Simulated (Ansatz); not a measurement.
# TiTeS monolayer, Janus: modes against uniaxial strain along the armchair direction, normal to a, with the width clamped

Aim: how do the optical modes of TiTeS monolayer, Janus shift and split under this strain?

Method: DFT PBEsol, scalar-relativistic, plane waves, PAW; PAW set soft_1, in Ansatz 0.2.0.

### 1. Set-up

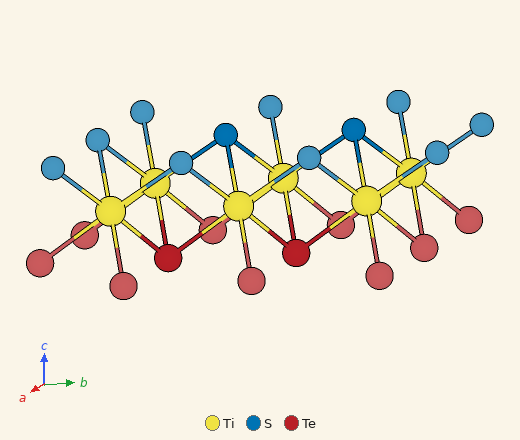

Start, viewed slightly off an axis; titanium yellow, sulfur blue, tellurium red. 1×2×1 cells are drawn. Some periodic images of atoms are drawn too.

The cell holds 3 atoms: 1 Ti, 1 S and 1 Te. Cell: a = 3.500 Å, b = 3.500 Å, c = 30.000 Å, α = 90.0°, β = 90.0°, γ = 120.0°. Vacuum lies along c. The height across the vacuum is the one that the program set for its solve, not the one typed.

### 2. A rough relaxation first

The start is far from rest, so a relaxation with loose tolerances brings it close first. The program lengthens the typed cell of 20.0 Å along the normal to 30.0 Å, as its cut-off of the electrostatics needs, and moves no atom.

input.yaml reads:

```yaml
crystal:
  lattice:
    - [3.5, 0.0, 0.0]
    - [-1.75, 3.03109, 0.0]
    - [0.0, 0.0, 20.0]
  atoms:
    - { symbol: Ti, position: [0.0, 0.0, 0.5] }
    - { symbol: S, position: [0.333333, 0.666667, 0.575] }
    - { symbol: Te, position: [0.666667, 0.333333, 0.42] }
  periodic: [true, true, false]
kpoints:
  mp_grid: { grid: [6, 6, 1] }
hamiltonian:
  xc: pbesol
  pseudopotentials: { kind: paw, azcp: { folder: soft_1 }, xc_functional: pbe }
scf:
  occupations: { method: gaussian, width: 0.1 }
output:
  forces: true
  stress: true
  eigenvalues: true
relax:
  adjacent_minimum: "off"
  f_tol: 0.05
  max_steps: 80
  cell: { stress_2d_tol: 0.02 }
```

Launch:

```
$ ansatz run input.yaml --threads 4 --pin off --max-ram 16384MiB --backend cpu --events-out ev --progress --plain --runs-dir out
```

Numbers of over 12 decimals in the logs are rounded to 6 here.

The program printed:

```text
[...]
F+E_penalty+E_count = -10263.48836799 eV   max|allowed force component| = 7.083e-5 eV/Å   (the final SCF, on the basis selected at the relaxed cell)
  cell:  # Å, volume = 324.4559 Å³
    - [3.533881, 0.0, 0]
    - [-1.766940, 3.060431, 0]
    - [0, 0, 30.0]
  atoms:
    - { symbol: Ti, position: [6.885875289440056e-18, 0, 0.339600] }
    - { symbol: S, position: [0.333333, 0.666667, 0.380260] }
    - { symbol: Te, position: [0.666667, 0.333333, 0.276807] }
[key lines of the parts left out:]
SCF converged after 8 iterations
Free energy (F): -10263.488368 eV
Fermi energy:    -4.937167 eV
P = ½ c Tr σ = -0.0023 N/m
```

Wall time 17 s (4 threads of Arm Neoverse V1, shared host); peak memory 0.59 GiB; 63 s of CPU time.

Relaxation path:

```tsv
step	energy less that of the first step (eV)	largest force component (eV/Å)	volume (Å³)
1	0.0000	4.3289	318.26
2	-0.5873	0.6370	321.37
3	-0.6199	0.2255	326.11
4	-0.6232	0.0162	324.97
5	-0.6233	0.0037	324.60
6	-0.6233	0.0000	324.46
7*	-0.6236	0.0001	324.46
```

Relaxation steps marked * repeat the geometry before them on a plane-wave basis chosen anew for their cell, so energy and pressure can jump there.

The run keeps the 6 symmetry operations that it works with, so distortions that break them were not tested.

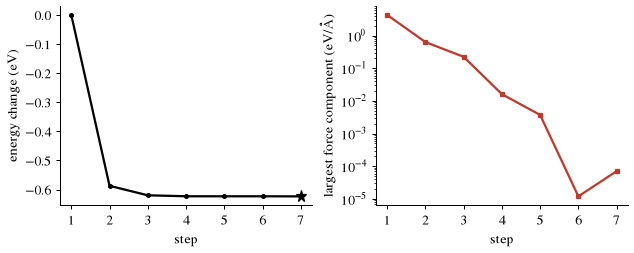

Energy and largest force along the relaxation. Stars mark steps on a basis chosen anew.

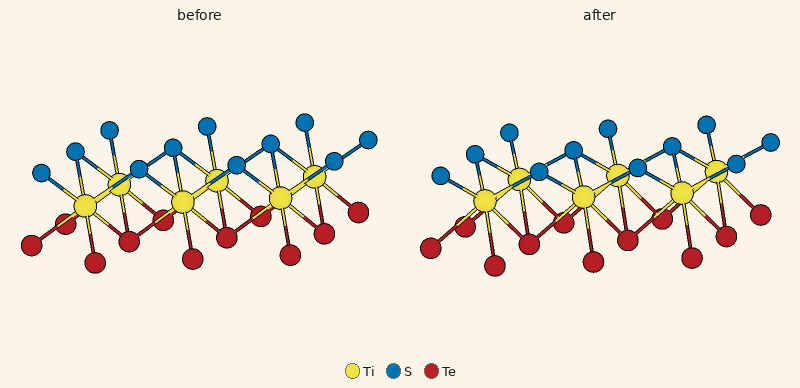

Before and after, at one scale.

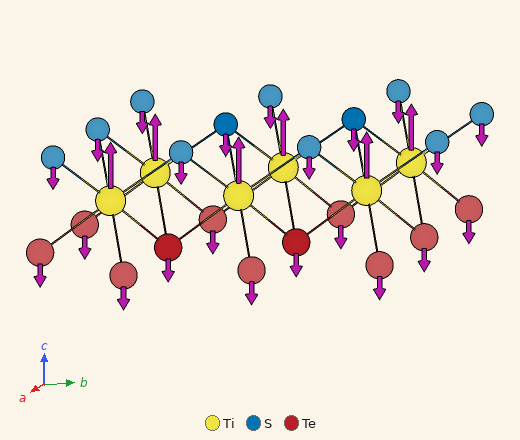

Displacements in the relaxation, exaggerated, measured against the changing cell; the longest in the cell stands for 0.19 Å. 1×2×1 cells are drawn. Some periodic images of atoms are drawn too.

```tsv
cell as run	before	after	change
a (Å)	3.500	3.534	+1.0 %
b (Å)	3.500	3.534	+1.0 %
```

The atoms that moved most (Å, along periodic axes as changes of fractional coordinates times the final cell, across vacuum about the mean position):

```tsv
atom	dx	dy	dz	length
Ti1	0.000	0.000	0.188	0.188
Te3	0.000	0.000	-0.096	0.096
S2	0.000	0.000	-0.092	0.092
```

Final coordinates:

```cif
data_structure
_symmetry_space_group_name_H-M 'P 1'
_symmetry_Int_Tables_number 1
_cell_length_a 3.5339
_cell_length_b 3.5339
_cell_length_c 30.0000
_cell_angle_alpha 90.000
_cell_angle_beta 90.000
_cell_angle_gamma 120.000
_cell_volume 324.46
loop_
_atom_site_label
_atom_site_type_symbol
_atom_site_fract_x
_atom_site_fract_y
_atom_site_fract_z
_atom_site_occupancy
Ti1 Ti 0.00000 0.00000 0.33960 1
S2 S 0.33333 0.66667 0.38026 1
Te3 Te 0.66667 0.33333 0.27681 1
```

Numbers from this step:

- gap on the k-mesh: 0 eV
- area per atom: 3.605 Å²

The relaxation ends with a largest force component of 7.1e-5 eV/Å.

### 3. Relaxation

The cell and atoms are relaxed, since residual forces and stress would shift the frequencies.

input.yaml, the sections that differ from step 2:

```yaml
crystal:
  lattice:
    - [3.5338809099, 0.0, 0.0]
    - [-1.766940455, 3.060430642, 0.0]
    - [0.0, 0.0, 30.0]
  atoms:
    - { symbol: Ti, position: [0.0, 0.0, 0.3395998532] }
    - { symbol: S, position: [0.3333333333, 0.6666666667, 0.38025988] }
    - { symbol: Te, position: [0.6666666667, 0.3333333333, 0.2768069335] }
  periodic: [true, true, false]
kpoints:
  mp_grid: { grid: [15, 15, 1] }
relax:
  adjacent_minimum: "off"
  f_tol: 0.005
  max_steps: 80
  cell: { stress_2d_tol: 0.02 }
# hamiltonian, scf, output: as in step 2
```

The program printed:

```text
[...]
Crystal: 3 atoms, lattice volume = 324.456 Å³
Basis set: ecut = 420 eV, 6299 PW (Γ), exchange–correlation on 48×48×432 points (8 copies of the dense FFT grid, shifted against one another)
Bands: 21, of which v1, the nominal top of the filled ones, is band 17 counted from 1 (16 counted from 0)
Symmetry: 6 space group operations
[...]
k-points: 27 of 225 (time reversal used)
[...]
--- Relaxed structure (4 steps of the walk, 4 accepted, 1 SCFs on fresh bases) ---
[...]
cell:  # Å, volume = 321.9045 Å³
    - [3.519959, 2.875381627424266e-11, 0]
    - [-1.759980, 3.048374, 0]
    - [0, 0, 30.0]
  atoms:
    - { symbol: Ti, position: [0, 0, 0.339575] }
    - { symbol: S, position: [0.333333, 0.666667, 0.380630] }
    - { symbol: Te, position: [0.666667, 0.333333, 0.276462] }
[key lines of the parts left out:]
SCF converged after 8 iterations
Free energy (F): -10263.500854 eV
Fermi energy:    -4.884548 eV
P = ½ c Tr σ = -0.0017 N/m
```

Wall time 34 s (4 threads); peak memory 0.7 GiB.

Step by step:

```tsv
step	energy less that of the first step (eV)	largest force component (eV/Å)	volume (Å³)
1	0.0000	0.0414	324.46
2	-0.0006	0.0714	322.61
3	-0.0009	0.0163	322.35
4	-0.0010	0.0012	321.90
5*	-0.0009	0.0012	321.90
```

Relaxation steps marked * repeat the geometry before them on a plane-wave basis chosen anew for their cell, so energy and pressure can jump there.

The run keeps the 6 symmetry operations that it works with, so distortions that break them were not tested.

```tsv
cell as run	before	after	change
a (Å)	3.534	3.520	-0.4 %
b (Å)	3.534	3.520	-0.4 %
```

The atoms that moved most (Å, along periodic axes as changes of fractional coordinates times the final cell, across vacuum about the mean position):

```tsv
atom	dx	dy	dz	length
S2	0.000	0.000	0.011	0.011
Te3	0.000	0.000	-0.010	0.010
```

The relaxed structure:

```xyz
3
Lattice="3.5200 0.0000 0.0000 -1.7600 3.0484 0.0000 0.0000 0.0000 30.0000" Properties=species:S:1:pos:R:3
Ti    0.0000    0.0000   10.1872
S     0.0000    2.0322   11.4189
Te    1.7600    1.0161    8.2939
```

This step gave:

```yaml
area_per_atom: 3.577 Å²
```

The relaxation ends with a largest force component of 0.0012 eV/Å.

### 4. Tight relaxation

Phonons need small forces and stress, so the relaxation is finished with tight tolerances on 15×15×1 k points.

input.yaml reads:

```yaml
crystal:
  lattice:
    - [3.5199590756, 0.0, 0.0]
    - [-1.7599795378, 3.0483739797, 0.0]
    - [0.0, 0.0, 30.0]
  atoms:
    - { symbol: Ti, position: [0.0, 0.0, 0.3395746393] }
    - { symbol: S, position: [0.3333333333, 0.6666666667, 0.3806300945] }
    - { symbol: Te, position: [0.6666666667, 0.3333333333, 0.276461933] }
  periodic: [true, true, false]
kpoints:
  mp_grid: { grid: [15, 15, 1] }
hamiltonian:
  xc: pbesol
  pseudopotentials: { kind: paw, azcp: { folder: soft_1 }, xc_functional: pbe }
scf:
  occupations: { method: methfessel_paxton, width: 0.2 }
output:
  forces: true
  stress: true
  eigenvalues: true
  write_density: true
  write_potential: true
  elf: true
  volumetric_format: npy
relax:
  adjacent_minimum: "off"
  f_tol: 0.001
  max_steps: 60
  cell: { stress_2d_tol: 0.002 }
```

The program printed:

```text
[...]
Crystal: 3 atoms, lattice volume = 321.905 Å³
Basis set: ecut = 420 eV, 6239 PW (Γ), exchange–correlation on 48×48×432 points (8 copies of the dense FFT grid, shifted against one another)
Bands: 21, of which v1, the nominal top of the filled ones, is band 17 counted from 1 (16 counted from 0)
Symmetry: 6 space group operations
[...]
k-points: 27 of 225 (time reversal used)
[...]
k-point 26: bands = [... 13 lower, -9.2433, -8.1638, -7.5480, -7.2390, -3.9858, -3.8662, -3.7990, -2.4618]
--- Relaxed structure (4 steps of the walk, 3 accepted, 1 SCFs on fresh bases) ---
[...]
cell:  # Å, volume = 322.0247 Å³
    - [3.520616, 0.0, 0]
    - [-1.760308, 3.048943, 0]
    - [0, 0, 30.0]
  atoms:
    - { symbol: Ti, position: [0, 0, 0.339560] }
    - { symbol: S, position: [0.333333, 0.666667, 0.380607] }
    - { symbol: Te, position: [0.666667, 0.333333, 0.276499] }
[key lines of the parts left out:]
SCF converged after 8 iterations
Free energy (F): -10263.496690 eV
Fermi energy:    -4.875622 eV
P = ½ c Tr σ = -0.0001 N/m
```

Elapsed: 33 s, on 4 threads; peak memory 0.7 GiB.

Little changed from the start: no atom moved by 0.005 Å and no cell edge by 0.1 %.

This step gave:

| Item | Value |
| --- | --- |
| area per atom | 3.578 Å² |

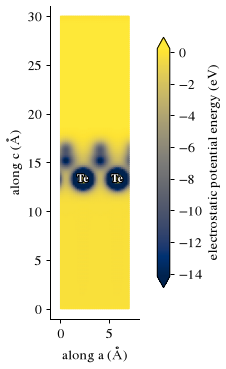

Electrostatic potential energy in the ac plane at fractional y = 0.333, with atoms of Te within 0.2 Å of it. With pseudopotentials it is smooth inside the atoms' cores, unlike the true potential.

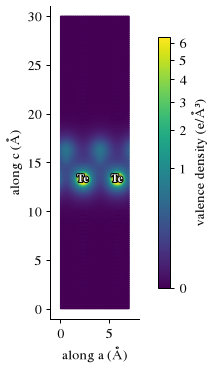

Valence density in the ac plane at fractional y = 0.333, with atoms of Te within 0.2 Å of it. It is the smooth field of the valence electrons, not physical close to the nuclei. The colour scale is stretched toward low values.

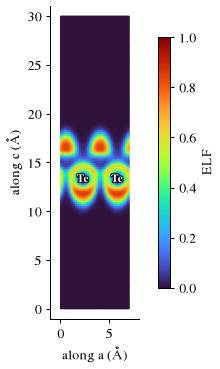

ELF in the ac plane at fractional y = 0.333, with atoms of Te within 0.2 Å of it. It is the smooth field of the valence electrons, not physical close to the nuclei.

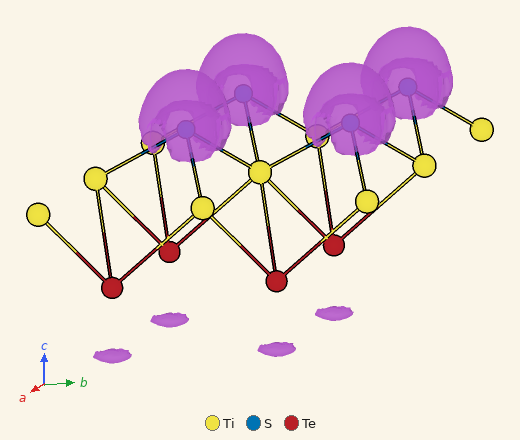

Surface of ELF = 0.84. 2×2×1 cells are drawn.

The largest force component left is 0.10 meV/Å, within the tolerances set.

### 5. Zone-centre response at rest

The force constants come from the linear response of the density to a displacement.

The modes at rest are the reference of the series.

input.yaml, the sections that differ from step 4:

```yaml
crystal:
  lattice:
    - [3.5206158462, 0.0, 0.0]
    - [-1.7603079231, 3.0489427598, 0.0]
    - [0.0, 0.0, 30.0]
  atoms:
    - { symbol: Ti, position: [0.0, 0.0, 0.3395603608] }
    - { symbol: S, position: [0.3333333333, 0.6666666667, 0.3806069914] }
    - { symbol: Te, position: [0.6666666667, 0.3333333333, 0.2764993147] }
  periodic: [true, true, false]
output:
  eigenvalues: true
phonons:
  method: dfpt
# kpoints, hamiltonian, scf: as in step 4
# relax: removed
```

The program printed:

```text
[...]
Crystal: 3 atoms, lattice volume = 322.025 Å³
Basis set: ecut = 420 eV, 6239 PW (Γ), exchange–correlation on 48×48×432 points (8 copies of the dense FFT grid, shifted against one another)
Bands: 21, of which v1, the nominal top of the filled ones, is band 17 counted from 1 (16 counted from 0)
Symmetry: 6 space group operations
k-points: 64 of 225 (irreducible under 2 space group operations, time reversal used)
[...]
SCF iter   1: F=—  HF=-10264.170167 eV  |F-HF|=—  |Δ(HF+E_count)|=         —  Δρ=1.92e-2  dr2=3.24e0  ethr=3.10e-3  ⟨swp⟩=15.1  Hψ=11600  notcnv=0
[...]
SCF iter  13: F=-10263.496690 eV  HF=-10263.496690 eV  |F-HF|=2.91e-11  |Δ(HF+E_count)|=  8.15e-10  S|Δr|=    0.00e0  Δρ=1.75e-8  dr2=2.77e-12  ethr=1.00e-12  ⟨swp⟩=14.7  Hψ=10658  notcnv=0
SCF 1 converged in 13 iterations: F = -10263.496690 eV  dr2 = 2.77e-12
[...]
DFPT response loops at Γ: preconditioner auto → none (partly filled bands, converged f_vac=0.762); β = 0.50; Broyden in place of MSR1
SCF converged after 13 iterations
[...]
Free energy (F): -10263.496690 eV
[...]
Internal energy: -10263.498750 eV  (E = F + TS)
E sigma→0 (E₀):  -10263.497205 eV
Entropy (-TS):   0.002060 eV (0.687 meV/atom)
Fermi energy:    -4.875621 eV
[...]
--- Band table (eV; the first three rows and the last of 64) ---
  k-point 0: bands = [... 13 lower, -7.9545, -7.1194, -4.6356, -4.6356, -3.8520, -3.7928, -3.7928, -1.2593]
  k-point 1: bands = [... 13 lower, -7.9453, -6.9788, -4.8879, -4.7777, -4.1898, -3.6792, -3.5212, -1.5917]
  k-point 2: bands = [... 13 lower, -7.9234, -6.7625, -5.6634, -5.0484, -4.3759, -3.5048, -3.4282, -2.1053]
  k-point 63: bands = [... 13 lower, -8.3374, -8.1728, -7.1397, -6.8179, -4.4740, -3.7369, -3.5058, -2.4662]
--- Phonons (Γ-DFPT): 6 representative perturbations + reference, on 64 of 225 k-points (Σ response iterations 31) ---
  k mesh reduced under 2 symmetry operations, with k and −k counted as one. Each operation leaves every solved perturbation unchanged. A smaller set is not used because it would not reduce the number of displacements times k-points to solve
  ASR residual: 5.863e-5 → 0.000e0 eV/Å²; symmetrization residual: 2.982e-5 eV/Å²
  ASR residual per site (eV/Å²): 5.25e-5 2.76e-5 5.86e-5
  Γ frequencies (cm⁻¹): 0.00 0.00 0.00 120.36 120.36 205.01 265.04 265.04 367.94
  non-analytic LO–TO correction: not included (Born effective charges unavailable; polar crystals: no LO–TO splitting at Γ)
```

It took 1.8 min on 4 threads; peak memory 1.8 GiB.

Numbers from this step:

```yaml
sum_rule_residual_before_enforcement: 5.86e-5 eV/Å²
point_group: 3m
highest_optical_mode_at_the_zone_centre_no_lo_to_term: 367.9 cm⁻¹
lowest_optical_zone_centre_mode: 120.4 cm⁻¹
```

Patterns of degenerate modes are one choice out of their space. The modes at Γ (shares of kinetic energy by element, %):

```tsv
mode	frequency (cm⁻¹)	symmetry	Ti %	S %	Te %
1	0.0	acoustic	23	15	61
2	0.0	acoustic	23	15	61
3	0.0	acoustic	23	15	61
4	120.4	E	39	23	38
5	120.4	E	39	23	38
6	205.0	A1	18	46	36
7	265.0	E	38	62	0
8	265.0	E	38	62	0
9	367.9	A1	59	38	3
```

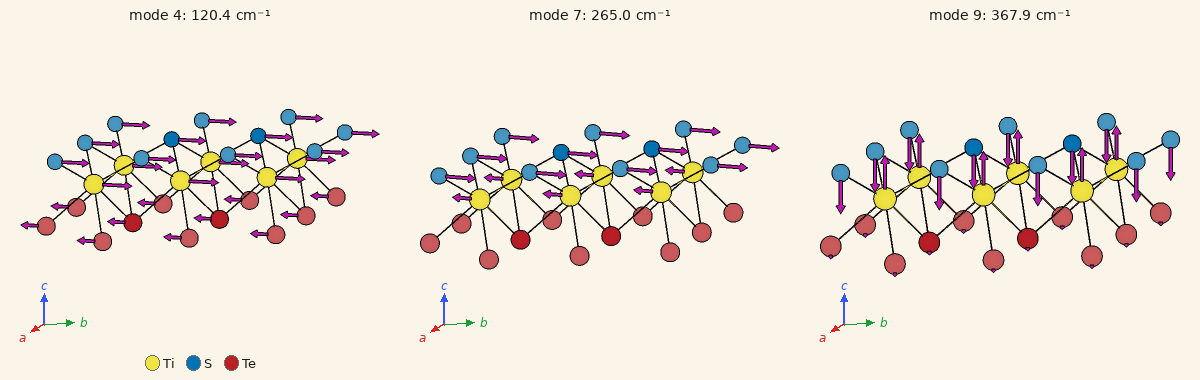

Displacement patterns of modes 4, 7 and 9 at Γ; arrows are exaggerated. 1×2×1 cells are drawn. Some periodic images of atoms are drawn too.

Before it was imposed, the acoustic sum rule was missed by 5.9e-5 eV/Å². Small misses are needed for a sound result but don't prove that mesh and cutoff are converged. The lowest optical mode is real, 120 cm⁻¹.

### 6. Relaxation of a member: uniaxial strain of +5 % along the armchair direction, normal to a, with the width clamped

The cell takes a uniaxial strain of +5 % along the armchair direction, normal to a, with the width clamped. The cell is held, and the atoms relax in it.

input.yaml, the sections that differ from step 5:

```yaml
crystal:
  lattice:
    - [3.5206158462, 0.0, 0.0]
    - [-1.7603079231, 3.2013898977, 0.0]
    - [0.0, 0.0, 30.0]
  atoms:
    - { symbol: Ti, position: [0.0010302519, 0.0020605039, 0.3398130253] }
    - { symbol: S, position: [0.3297756892, 0.6595513785, 0.3793019606] }
    - { symbol: Te, position: [0.6691940588, 0.3383881177, 0.277551681] }
  periodic: [true, true, false]
output:
  forces: true
  stress: true
  eigenvalues: true
relax:
  adjacent_minimum: "off"
  f_tol: 0.001
  max_steps: 60
# kpoints, hamiltonian, scf: as in step 5
# phonons: removed
```

The program printed:

```text
[...]
--- Relaxed structure (6 steps of the walk, 6 accepted, 0 SCFs on fresh bases) ---
  F+E_penalty+E_count = -10263.45092777 eV   max|allowed force component| = 6.232e-4 eV/Å
  cell:  # Å, volume = 338.1259 Å³
    - [3.5206158462, 0.0, 0.0]
    - [-1.7603079231, 3.2013898977, 0.0]
    - [0.0, 0.0, 30.0]
  atoms:
    - { symbol: Ti, position: [0.00117963, 0.00235926, 0.339879] }
    - { symbol: S, position: [0.329039, 0.658077, 0.378985] }
    - { symbol: Te, position: [0.669782, 0.339564, 0.277802] }
[key lines of the parts left out:]
SCF converged after 2 iterations
Free energy (F): -10263.450928 eV
Fermi energy:    -4.889677 eV
P = ½ c Tr σ = -1.6888 N/m
```

Run time: 73 s. Hardware: 4 threads; peak memory 0.89 GiB.

Relaxation path:

```tsv
step	energy less that of the first step (eV)	largest force component (eV/Å)
1	0.0000	0.0894
2	-0.0003	0.0890
3	-0.0007	0.0157
4	-0.0008	0.0077
5	-0.0008	0.0006
6	-0.0008	0.0006
```

The run keeps the 2 symmetry operations that it works with, so distortions that break them were not tested.

The atoms that moved most (Å):

```tsv
atom	dx	dy	dz	length
S2	0.000	-0.005	-0.009	0.011
Te3	0.000	0.004	0.008	0.008
```

Final coordinates:

```
Ti S Te
1.0
     3.52062    0.00000    0.00000
    -1.76031    3.20139    0.00000
     0.00000    0.00000   30.00000
Ti S Te
1 1 1
Direct
  0.00118 0.00236 0.33988
  0.32904 0.65808 0.37899
  0.66978 0.33956 0.27780
```

Numbers from this step:

```yaml
area_per_atom: 3.757 Å²
```

The largest force component left is 0.62 meV/Å.

(Part 1 of 2 ends here.)

[Logs are printed without paths, hosts, clocks, repeated set-up lines and the standing remarks that a program may print on its own settings, such as how far it seeks lower states.]

[Hosts, paths, dates, database ids (printed as entryN), source tags and the programs' standing remarks are cut or masked in the printed files.]
